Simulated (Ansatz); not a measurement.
**SiCl2OF (SMILES [O][Si](F)(Cl)Cl): UB3LYP/cc-pVDZ**

What is the electronic atomisation energy of SiCl2OF at UB3LYP/cc-pVDZ? 

The results are computed with Ansatz 0.2.0.

73 further runs of the same task are left out: 9 that didn't finish, 64 set aside as unsound or not needed.

## 1. The structure to begin with

The species is SiCl2OF (5 atoms), meant as a doublet with charge 0. As SMILES, `[O][Si](F)(Cl)Cl`. Geometry: relaxed at PBE0-D4/def2-TZVP.

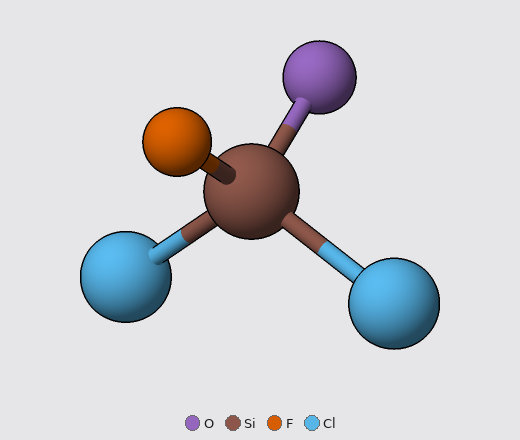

The structure, seen from a chosen angle (oxygen purple, silicon brown, fluorine orange, chlorine blue).

## 2. A single-point energy at UB3LYP/cc-pVDZ

The input, input.yaml:

```yaml
crystal:
  periodic: [false, false, false]
  atoms:
    - {symbol: O, position_ang: [1.205200, -1.120900, 0.351000]}
    - {symbol: Si, position_ang: [0.002000, -0.037300, 0.071900]}
    - {symbol: F, position_ang: [-0.944500, 0.175500, 1.311100]}
    - {symbol: Cl, position_ang: [-1.088600, -0.815800, -1.428500]}
    - {symbol: Cl, position_ang: [0.875700, 1.725000, -0.347000]}
basis:
  gaussian:
    orbitals: cc-pVDZ
magnetization:
  spin_polarized: true
  initial_magnetization: 1
accuracy: high
hamiltonian:
  xc: {name: B3LYP}
output: {orbitals: {seedname: orbitals}}
```

Launch:

```console
$ ansatz run input.yaml --threads 1 --pin off --max-ram 3480MiB --events-out events.jsonl --progress --plain --runs-dir runs
```

Output:

```text
Warning: RAYON_NUM_THREADS=1 ignored (pool sized by the plan → 1); use --threads N
Functional definition: B3LYP
  name "B3LYP"
  parameter a0 = 0.2
  parameter ax = 0.72
  parameter ac = 0.81
  exchange = (1 - a0 - ax)*slater_x + ax*b88_x + a0*exact_x
  correlation = (1 - ac)*vwn_rpa_c + ac*lyp_c
1763 factors; integrals over basis functions are off by at most 3.0e-9 eV
mean field evaluation 1: about -37677.9849 eV, gradient 5.0e1 eV
mean field evaluation 2: about -37526.1560 eV, gradient 1.4e2 eV
mean field evaluation 4: about -37688.7738 eV, gradient 2.3e1 eV
mean field evaluation 8: about -37690.8910 eV, gradient 7.7e-1 eV
mean field evaluation 16: about -37691.0250 eV, gradient 5.6e-3 eV
mean field evaluation 32: about -37691.0250 eV, gradient 6.0e-6 eV
mean field -37691.02502047 eV, -1385.1196216078 hartree, gradient 6.2e-8 eV, S^2 0.752919; 2 other end points of the search recorded, 0 dependent functions left out
reference -37691.02505645 eV, -1385.1196229301 hartree; 33, 32 occupied and 49, 50 virtual orbitals, 1763 factors
Total energy: -37691.02505645 eV, -1385.1196229301 hartree
```

It took 27 s on 1 thread of Arm Neoverse V2, shared host; peak memory 0.44 GiB.

## 3. The Cl atom at the same level

The input, input.yaml:

```yaml
crystal:
  periodic: [false, false, false]
  atoms:
    - {symbol: Cl, position_ang: [0.000000, 0.000000, 0.000000]}
basis:
  gaussian: {orbitals: cc-pVDZ}
accuracy: high
magnetization: {spin_polarized: true, initial_magnetization: 1}
hamiltonian: {xc: {name: B3LYP}}
```

Launch:

```console
$ ansatz run input.yaml --threads 1 --pin off --max-ram 3480MiB --events-out events.jsonl --progress --plain --runs-dir runs
```

Output:

```text
Warning: RAYON_NUM_THREADS=1 ignored (pool sized by the plan → 1); use --threads N
Functional definition: B3LYP
  name "B3LYP"
  parameter a0 = 0.2
  parameter ax = 0.72
  parameter ac = 0.81
  exchange = (1 - a0 - ax)*slater_x + ax*b88_x + a0*exact_x
  correlation = (1 - ac)*vwn_rpa_c + ac*lyp_c
141 factors; integrals over basis functions are off by at most 3.0e-9 eV
mean field evaluation 1: about -12521.4902 eV, gradient 3.0e0 eV
mean field evaluation 2: about -12521.5420 eV, gradient 1.1e0 eV
mean field evaluation 4: about -12521.5490 eV, gradient 3.5e-1 eV
mean field evaluation 8: about -12521.5497 eV, gradient 1.3e-4 eV
mean field evaluation 16: about -12521.5497 eV, gradient 4.4e-9 eV
mean field -12521.54968081 eV, -460.1584633586 hartree, gradient 4.4e-9 eV, S^2 0.751824; 0 other end points of the search recorded, 0 dependent functions left out
reference -12521.54970315 eV, -460.1584641797 hartree; 9, 8 occupied and 9, 10 virtual orbitals, 141 factors
Total energy: -12521.54970315 eV, -460.1584641797 hartree
```

Wall time 0.71 s (1 thread of Arm Neoverse V2, shared host).

## 4. The F atom

The input, input.yaml:

```yaml
basis:
  gaussian: {orbitals: cc-pVDZ}
crystal:
  periodic: [false, false, false]
  atoms:
    - symbol: F
      position_ang: [0.000000, 0.000000, 0.000000]
magnetization: {spin_polarized: true, initial_magnetization: 1}
hamiltonian: {xc: {name: B3LYP}}
accuracy: high
```

Run the same way, it converges to -99.72660 Eh (log not shown).

## 5. The O atom, same level

The input, run.yaml:

```yaml
crystal:
  periodic: [false, false, false]
  atoms:
    - {symbol: O, position_ang: [0.000000, 0.000000, 0.000000]}
basis:
  gaussian:
    orbitals: cc-pVDZ
magnetization:
  spin_polarized: true
  initial_magnetization: 2
hamiltonian:
  xc: {name: B3LYP}
accuracy: high
```

Run the same way, it converges to -75.06850 Eh (log not shown).

## 6. The Si atom, same level

The input, run.yaml:

```yaml
crystal:
  periodic: [false, false, false]
  atoms:
    - symbol: Si
      position_ang: [0.000000, 0.000000, 0.000000]
basis:
  gaussian:
    orbitals: cc-pVDZ
total_charge: 0
magnetization:
  spin_polarized: true
  initial_magnetization: 2
hamiltonian:
  xc: {name: B3LYP}
accuracy: high
```

Launch:

```console
$ ansatz run run.yaml --threads 1 --pin off --max-ram 3480MiB --events-out events.jsonl --progress --plain --runs-dir runs
```

Output:

```text
Warning: RAYON_NUM_THREADS=1 ignored (pool sized by the plan → 1); use --threads N
Functional definition: B3LYP
  name "B3LYP"
  parameter a0 = 0.2
  parameter ax = 0.72
  parameter ac = 0.81
  exchange = (1 - a0 - ax)*slater_x + ax*b88_x + a0*exact_x
  correlation = (1 - ac)*vwn_rpa_c + ac*lyp_c
144 factors; integrals over basis functions are off by at most 3.2e-9 eV
mean field evaluation 1: about -7874.6096 eV, gradient 2.1e0 eV
mean field evaluation 2: about -7874.6621 eV, gradient 6.0e-1 eV
mean field evaluation 4: about -7874.6661 eV, gradient 1.4e-1 eV
mean field evaluation 8: about -7874.6664 eV, gradient 2.7e-4 eV
mean field evaluation 16: about -7874.5675 eV, gradient 2.7e0 eV
mean field evaluation 32: about -7874.6664 eV, gradient 1.2e-4 eV
mean field -7874.66635527 eV, -289.3886509156 hartree, gradient 1.9e-8 eV, S^2 2.003108; 1 other end points of the search recorded, 0 dependent functions left out
reference -7874.66637669 eV, -289.3886517027 hartree; 8, 6 occupied and 10, 12 virtual orbitals, 144 factors
Total energy: -7874.66637669 eV, -289.3886517027 hartree
```

Run time: 0.99 s. Hardware: 1 thread of Arm Neoverse V2, shared host.

## 7. Results

At UB3LYP/cc-pVDZ:

| quantity | value |
| --- | --- |
| molecule: total energy | -1385.11962 Eh |
| molecule: HOMO energy (highest over α and β) | -9.33 eV |
| molecule: LUMO energy (lowest over α and β) | -5.99 eV |
| molecule: ⟨S²⟩ | 0.753 |
| Cl atom: total energy | -460.15846 Eh |
| Cl atom: ⟨S²⟩ | 0.752 |
| F atom: total energy | -99.72660 Eh |
| F atom: ⟨S²⟩ | 0.751 |
| O atom: total energy | -75.06850 Eh |
| O atom: ⟨S²⟩ | 2.002 |
| Si atom: total energy | -289.38865 Eh |
| Si atom: ⟨S²⟩ | 2.003 |
| electronic atomisation energy | 16.842 eV |

Taking the molecule apart into free atoms costs 16.84 eV (388 kcal/mol), before zero-point energy and without spin-orbit coupling.
